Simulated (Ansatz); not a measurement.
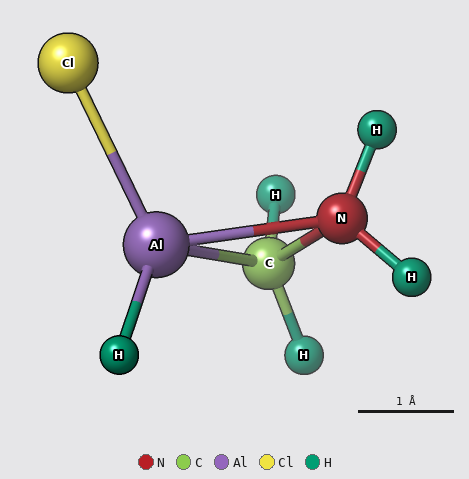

**Figure 1.** The structure as given in the input (ball-and-stick view, seen at a tilt). Sticks mark near contacts. Bond lengths as drawn: Al–C 1.93 Å, Al–Cl 2.14 Å, Al–H 1.56 Å, Al–N 2.00 Å, C–H 1.09 Å, C–N 1.53 Å and H–N 1.01 Å.

**Run report: CH5AlClN, nudged elastic band**

System: CH5AlClN.
Method: RKS BHLYP-D4/def2-SVPD (Ansatz 0.2.0).

The run did not end well. One setting was made poor on purpose. It belongs to a series of runs on one base structure; here: band between the two ends.

Output:
```
Engine: ansatz 0.2.0, aarch64-unknown-linux-gnu
Functional definition: BHLYP
  parameter a = 0.5
  exchange = (1 - a)*b88_x + a*exact_x
  correlation = lyp_c
1355 factors; integrals over basis functions are off by at most 3.3e-4 eV
mean field evaluation 1: about -21717.2050 eV, gradient 4.1e1 eV
mean field evaluation 2: about -21717.5389 eV, gradient 3.9e1 eV
mean field evaluation 4: about -21720.9805 eV, gradient 1.4e0 eV
mean field evaluation 8: about -21721.0070 eV, gradient 2.6e-2 eV
mean field -21721.00702264 eV, -798.2322850547 hartree, gradient 3.8e-5 eV, S^2 0.000000; 0 other end points of the search recorded, 0 dependent functions left out
the calculation of the forces begins
reference -21721.00720767 eV, -798.2322918546 hartree; 24, 24 occupied and 107, 107 virtual orbitals, 1355 factors
1355 factors; integrals over basis functions are off by at most 3.0e-4 eV
mean field evaluation 16: about -21716.1554 eV, gradient 4.4e1 eV
mean field -21720.52044632 eV, -798.2144037047 hartree, gradient 3.9e-5 eV, S^2 0.000000; 0 other end points of the search recorded, 0 dependent functions left out
[... from here on the field's lines of each further geometry are left out, up to the last ...]
NEB iter   1: max|band force component| = 1.187e0 eV/Å  barrier→ = 0.9970 eV  barrier← = 0.4936 eV  Δτ_max = 0.2000 Å  (176 SCF iters)
NEB iter   2: max|band force component| = 8.840e-1 eV/Å  barrier→ = 0.6670 eV  barrier← = 0.1636 eV  Δτ_max = 0.1932 Å  (149 SCF iters)
the calculation of the forces begins
reference -21720.51958058 eV, -798.2143718892 hartree; 24, 24 occupied and 107, 107 virtual orbitals, 1355 factors
these checks for a lower state are left out or cut short: starts, cluster_reference, orbital_swaps, neighbouring_geometries, increment
1355 factors; integrals over basis functions are off by at most 3.3e-4 eV
mean field -21720.52373982 eV, -798.2145247385 hartree, gradient 1.5e-5 eV, S^2 0.000000; 0 other end points of the search recorded, 0 dependent functions left out
the calculation of the forces begins
reference -21720.52393094 eV, -798.2145317621 hartree; 24, 24 occupied and 107, 107 virtual orbitals, 1355 factors
NEB iter   3: max|band force component| = 9.561e-1 eV/Å  barrier→ = 0.5144 eV  barrier← = 0.0110 eV  Δτ_max = 0.0993 Å  (146 SCF iters)
```

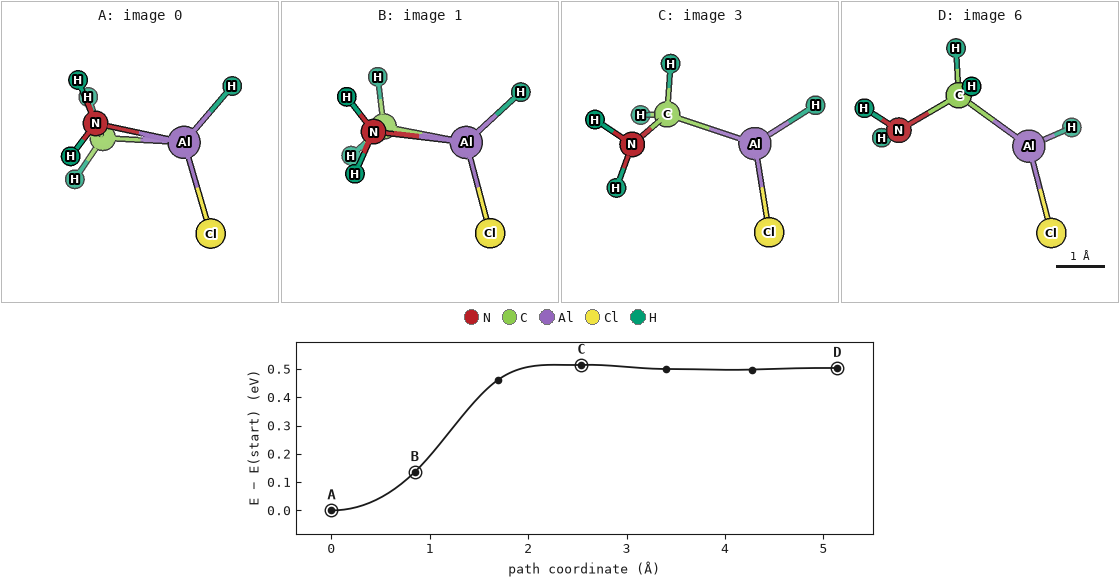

**Figure 2.** Images of the last band (counted from 0; ball-and-stick, seen at a tilt) above the energy along the path; the line is a cubic interpolation that uses the forces. The highest image is number 3, 0.514 eV above the start and 0.011 eV above the end; the end lies 0.503 eV above the start. The path is 5.14 Å long. The band had not converged after 3 iterations.

```
Unfinished report: {"positions_ang":[[-0.5245169775305701,1.0616634081279872,-0.594808390457531],[0.43934899114401854,-0.06257012441861116,-0.561702170452481],[0.23997346918806536,-0.9603205086071889,1.1570689410244737],[-1.6502285953687106,-0.7580783642717813,2.078993493684964],[-0.2544319282166477,1.843154265699206,-1.168452768704515],[-1.4301027160476956,0.749282455230487,-0.9046698760881506],[0.46537893192990304,-0.630894830723042,-1.496394543738747],[1.4358482255552678,0.3899319491954975,-0.5011016079556307],[1.367231599346369,-1.678469250232556,1.9740679226876177]],"unchecked":["starts","cluster_reference","orbital_swaps","neighbouring_geometries","increment"],"mean_field":{"relativity":"none","state":{"energy":{"ev":-21720.501517697736,"hartree":-798.2137080906773},"converged":true,"gradient_ev":0.000017163770839642657,"stability":{"kind":"minimum","curvature_ev":27.124793052202104},"curvature_floor_ev":0.00030000000000000003,"spin_squared":-1.4210854715202004e-14},"others":[],"fillings":{"estimated":0,"unestimated":0,"tried":0,"untried":0,"excluded_magnetic_sites":0},"n_dropped_functions":0,"n_trapped_functions":0,"passes":{"evaluations":4,"products":25},"factors":{"origin":"Cholesky decomposition","count":1355,"bound_ev":0.00031622744698230645},"gradient_stop_ev":0.00009,"reference_kind":"stationary","functional":{"name":"BHLYP","citations":["Becke, J. Chem. Phys. 98, 1372 (1993) doi:10.1063/1.464304","Becke, Phys. Rev. A 38, 3098 (1988) doi:10.1103/PhysRevA.38.3098","Lee, Yang & Parr, Phys. Rev. B 37, 785 (1988) doi:10.1103/PhysRevB.37.785"],"text":"name \"BHLYP\"\ncite \"Becke, J. Chem. Phys. 98, 1372 (1993) doi:10.1063/1.464304\"\ncite \"Becke, Phys. Rev. A 38, 3098 (1988) doi:10.1103/PhysRevA.38.3098\"\ncite \"Lee, Yang & Parr, Phys. Rev. B 37, 785 (1988) doi:10.1103/PhysRevB.37.785\"\nparameter a = 0.5\nexchange = (1 - a)*b88_x + a*exact_x\ncorrelation = lyp_c\n","parameters":{"a":{"value":0.5,"default":0.5}},"final_grid":{"core_spheres":13.0,"valence_spheres":11.0,"degree":36.0},"final_grid_parameter_source":"default","radial_points_factor":1.0,"radial_grid_error_ev":4.671919181681796e-7,"grid_sensitivity":"normal","grid_sensitivity_ratio":0.0009331686670994504},"unsmoothed_excess_ev":-0.00019045370389214855,"symmetry":{"irreps":["A"],"axes":[[0.9994806845256414,0.0010198411091381192,-0.032207470938698995],[-0.0027791758379953667,0.9985029277692143,-0.05462764334994347],[0.03210354251194923,0.054688784594459874,0.9979872240654006]],"occupied":[{"A":24},{"A":24}]},"held":{"pivots":1355,"left_out":0,"joined":0},"density_repulsion":{"missed_ev":5.228656491980351e-6,"excess_ev":4.572397500303768e-8,"most_excess_ev":0.0001296,"are_drawn_again":false,"n_first_factors":1355,"energy_change_ev":0.0,"n_dropped_ends":0}},"factors":{"origin":"Cholesky decomposition","count":1355,"bound_ev":0.00031622744698230645},"n_frozen":0,"n_occupied":[24,24],"n_virtual":[107,107],"reference":{"ev":-21720.501517697736,"hartree":-798.2137080906773},"dispersion":{"energy":{"ev":-0.22101891882226346,"hartree":-0.008122295454714297},"switches_in_reach":[]},"total":{"ev":-21720.72253661656,"hartree":-798.2218303861321},"forces_ev_per_angstrom":[[0.02520426231154643,-0.4964422604519654,0.14146318083801232],[-0.06589486679939471,0.9446362706994729,-0.284429510449865],[-0.08432206196877957,0.07365060925799738,-0.005196416646068031],[-0.09611515544700971,-0.1284961743630548,0.09076640997428792],[0.1765214352264002,-0.16479445802823836,-0.13653613086872865],[-0.04850433827188866,0.10767661193050224,0.15359870518537977],[-0.02194774267261836,-0.25966713243669853,0.02681211306496187],[0.1303125848046432,-0.051866825379883436,0.05594581795791835],[-0.015254117178765245,-0.0246966412404788,-0.042424169060571386]],"charge_distribution":{"dipole_moment_e_ang":[0.3310882271737691,-0.016692263531689334,-0.5160098856775122],"mulliken_charges_e":[-0.07182751670553511,0.1817952784566268,1.0942605311715656,-0.708530112511518,-0.11010310130282042,-0.03592134760236232,-0.09908669309616958,-0.13110628193187646,-0.11948075647793344],"lowdin_charges_e":[0.39493184052009767,0.01630784485617731,0.21435805281692488,0.1982872664581059,-0.17450540570353468,-0.18928970196607575,-0.1587406850965989,-0.17450785990709372,-0.12684135197819435]},"n_threads":2,"memory_gib":2.556818182580173,"seconds":{"hamiltonian":5.800616027,"orbitals":0.0,"second_order":0.0,"solver_start":0.0,"cycles":0.0,"cycle":0.0,"perturbative":0.0,"full_ci_increment":0.0,"forces":0.0}}
this run last wrote the band of iteration 3 to [file]
Error: NEB band did not converge after 3 iterations: max|band force component| = 9.56e-1 eV/Å (threshold 5.0e-2); raise `neb.max_iterations` in a new run, which can start from the last band evaluated (`neb.initial_path`, with `crystal.atoms` and `neb.final_atoms` set to its first and last images), add images, or start from endpoints closer to local minima. Where this run's directory can be resumed (`checkpoint.write`), a resume goes on for up to `neb.max_iterations` more; to start a new run from the last band, take its images' positions from the `neb_iteration` event of iteration 3 (`data.images[].positions_ang`), in the event stream of the run that computed that iteration (not this run's, if it was resumed behind it). With `checkpoint.write`, `steps/00-neb/state/checkpoint.json` in the run directory holds the last saved band, under `neb.evaluated.images[].positions_ang` (a band under a hybrid functional on support functions is neither saved nor resumed: `neb.initial_path` says where its path is): check the last entry of `neb.iterations` there, which is earlier than 3 if that iteration was not saved or its write failed. If the band's step has no `state` directory and holds `state.next`, a write was cut short, and the file is under `state.next` instead (behind a loss of power it can be under `state.prev`)
this run wrote the band of iteration 3 to [file] as well, whether or not its events were kept: a new run's `neb.initial_path` can list its `images[].positions_ang`
a run's events are kept only if it was started with --events-out <file>, and are in that file
```

The last band as extended XYZ (Å, eV, eV/Å):
```
9
Properties=species:S:1:pos:R:3:forces:R:3 image=0 energy=-21721.23672
N    -0.2530    0.8755   -0.2030    0.0020   0.0095   0.0010
C     0.4936   -0.2996   -0.8318   -0.0017   0.0004  -0.0030
Al    0.0818   -0.6647    1.0217    0.0024   0.0017   0.0002
Cl   -1.7796   -1.6487    1.3964   -0.0017  -0.0004   0.0003
H     0.2512    1.7474   -0.2042   -0.0043  -0.0062   0.0010
H    -1.1751    1.0264   -0.5807    0.0020  -0.0007   0.0014
H    -0.0680   -0.7084   -1.6671    0.0011  -0.0037   0.0004
H     1.4804    0.0171   -1.1590    0.0013   0.0003   0.0000
H     1.0571   -0.3914    2.2107   -0.0011  -0.0009  -0.0012
9
Properties=species:S:1:pos:R:3:forces:R:3 image=1 energy=-21721.10155
N    -0.3332    0.8794   -0.2683    0.2760  -0.0559   0.1507
C     0.5131   -0.2543   -0.8056   -0.1819  -0.0926  -0.0701
Al    0.1111   -0.6998    1.0309   -0.0305   0.1690  -0.1852
Cl   -1.8554   -1.2851    1.6291   -0.0209  -0.1203  -0.0747
H     0.0178    1.8037   -0.4648    0.0268  -0.0004   0.0894
H    -1.2916    0.8342   -0.5800    0.0016  -0.0551   0.1101
H     0.1596   -0.6456   -1.7541   -0.0595  -0.0175  -0.0473
H     1.5311    0.1148   -0.9187    0.0529  -0.0425  -0.0141
H     1.2360   -0.7936    2.1144   -0.0646   0.2154   0.0412
9
Properties=species:S:1:pos:R:3:forces:R:3 image=2 energy=-21720.77539
N    -0.4190    0.9726   -0.4060    0.2519  -0.1100  -0.0825
C     0.4998   -0.1686   -0.7089   -0.2996   0.4091   0.0285
Al    0.1602   -0.8104    1.0790    0.0187  -0.1414  -0.0206
Cl   -1.8079   -1.0158    1.8604   -0.0362  -0.0927  -0.0985
H    -0.1429    1.8485   -0.8254    0.0269  -0.0626   0.0490
H    -1.3637    0.7792   -0.7029    0.0153   0.0064   0.2008
H     0.3476   -0.6215   -1.6847   -0.0534  -0.1532  -0.0862
H     1.5127    0.2376   -0.6860    0.1309  -0.0871  -0.0328
H     1.3018   -1.2679    2.0575   -0.0545   0.2315   0.0423
9
Properties=species:S:1:pos:R:3:forces:R:3 image=3 energy=-21720.72235
N    -0.5245    1.0617   -0.5948    0.0252  -0.4964   0.1415
C     0.4393   -0.0626   -0.5617   -0.0659   0.9446  -0.2844
Al    0.2400   -0.9603    1.1571   -0.0843   0.0737  -0.0052
Cl   -1.6502   -0.7581    2.0790   -0.0961  -0.1285   0.0908
H    -0.2544    1.8432   -1.1685    0.1765  -0.1648  -0.1365
H    -1.4301    0.7493   -0.9047   -0.0485   0.1077   0.1536
H     0.4654   -0.6309   -1.4964   -0.0219  -0.2597   0.0268
H     1.4358    0.3899   -0.5011    0.1303  -0.0519   0.0559
H     1.3672   -1.6785    1.9741   -0.0153  -0.0247  -0.0424
9
Properties=species:S:1:pos:R:3:forces:R:3 image=4 energy=-21720.73670
N    -0.6220    1.0319   -0.7392    0.0467  -0.4406   0.3111
C     0.4360    0.0463   -0.4713   -0.1306   0.5354  -0.4125
Al    0.2597   -0.9596    1.2024   -0.0932   0.2289  -0.0992
Cl   -1.3922   -0.4430    2.4081   -0.0929  -0.0867   0.1335
H    -0.3787    1.7370   -1.4144    0.1765  -0.1408  -0.0770
H    -1.4721    0.5905   -1.0471   -0.0555   0.0831   0.1035
H     0.6281   -0.6134   -1.3286    0.0630  -0.1422  -0.0219
H     1.3733    0.6063   -0.3655    0.0929  -0.0385   0.1157
H     1.2563   -2.0423    1.7387   -0.0069   0.0015  -0.0532
9
Properties=species:S:1:pos:R:3:forces:R:3 image=5 energy=-21720.73873
N    -0.7167    0.9163   -0.8000    0.1259  -0.1346   0.0913
C     0.4631    0.1210   -0.4526   -0.2668   0.1826  -0.1957
Al    0.2596   -0.9223    1.1955   -0.0129   0.0442  -0.0201
Cl   -0.9888   -0.1521    2.7174   -0.0131  -0.0318   0.0354
H    -0.5334    1.6173   -1.4990    0.0701  -0.0534  -0.0239
H    -1.4813    0.3522   -1.1307   -0.0217   0.0189   0.0618
H     0.8223   -0.5143   -1.2745    0.0595  -0.0467  -0.0305
H     1.2857    0.8205   -0.2626    0.0532  -0.0130   0.0895
H     0.9780   -2.2849    1.4895    0.0059   0.0338  -0.0079
9
Properties=species:S:1:pos:R:3:forces:R:3 image=6 energy=-21720.73332
N    -0.6523    1.0696   -0.6467    0.0034   0.0081  -0.0015
C     0.4185    0.0877   -0.5124    0.0062  -0.0122   0.0065
Al    0.1815   -1.0419    1.0735    0.0024   0.0039  -0.0073
Cl    0.1122   -0.1059    2.9703   -0.0002   0.0003   0.0021
H    -0.4528    1.7679   -1.3443   -0.0037  -0.0001   0.0011
H    -1.5394    0.6565   -0.8804    0.0010  -0.0040  -0.0007
H     0.5965   -0.5093   -1.4193   -0.0019   0.0029  -0.0018
H     1.3521    0.6337   -0.3300   -0.0032   0.0055  -0.0017
H     0.0721   -2.6046    1.0723   -0.0041  -0.0044   0.0033
```

This output came from the following input.

Input file:
```yaml
crystal:
  periodic: [false, false, false]
  atoms:
    - { symbol: "N", position_ang: [-0.253036, 0.875531, -0.202952] }
    - { symbol: C, position_ang: [0.493631, -0.299605, -0.831796] }
    - { symbol: Al, position_ang: [0.081811, -0.6647, 1.021682] }
    - { symbol: Cl, position_ang: [-1.7796, -1.648728, 1.39639] }
    - { symbol: H, position_ang: [0.251199, 1.747448, -0.204151] }
    - { symbol: H, position_ang: [-1.175066, 1.026384, -0.580706] }
    - { symbol: H, position_ang: [-0.067983, -0.708415, -1.667139] }
    - { symbol: H, position_ang: [1.480433, 0.017143, -1.15905] }
    - { symbol: H, position_ang: [1.057112, -0.391359, 2.210723] }
basis:
  gaussian: { orbitals: def2-SVPD }
hamiltonian:
  xc: { name: BHLYP }
  dispersion: d4
neb:
  order_check: false
  images: 5
  f_tol: 0.05
  max_iterations: 3
  initial_path: idpp
  final_atoms:
    - { symbol: "N", position_ang: [-0.50352037, 1.14355219, -0.65470165] }
    - { symbol: C, position_ang: [0.49536566, 0.10263156, -0.43653213] }
    - { symbol: Al, position_ang: [-0.02579673, -1.12169699, 1.00450685] }
    - { symbol: Cl, position_ang: [-0.34957949, -0.31810492, 2.93534791] }
    - { symbol: H, position_ang: [-0.17240223, 1.87811384, -1.25886938] }
    - { symbol: H, position_ang: [-1.35936637, 0.79246714, -1.05009511] }
    - { symbol: H, position_ang: [0.78741916, -0.43766697, -1.34935785] }
    - { symbol: H, position_ang: [1.41021329, 0.58751263, -0.07452522] }
    - { symbol: H, position_ang: [-0.19383191, -2.67310947, 0.86722756] }
```

Command:
```bash
ansatz run input.yaml --threads 2 --pin off --max-ram 3072MiB --backend cpu --events-out ev --progress --plain --runs-dir out
```

Outcome:

| quantity | value |
| --- | --- |
| outcome | not converged |
| barrier, forward (band not converged) | 0.514 eV |
| barrier, backward | 0.011 eV |
| hardware | 2 threads of Arm Neoverse N1, 16 GiB of memory available, shared host |
| wall time | 1.7 min (CPU time 3.3 min) |
| peak memory | 0.31 GiB |

What went wrong:

The run did not converge: “NEB band did not converge after 3 iterations: max|band force component| = 9.56e-1 eV/Å (threshold 5.0e-2); raise `neb.max_iterations` in a new run, which can start from the last band evaluated (`neb.initial_path`, with `crystal.atoms` and `neb.final_atoms` set to its first and last images), add images, or start from endpoints closer to local minima …” Its last values are not results. A deliberately poor setting: few iterations.
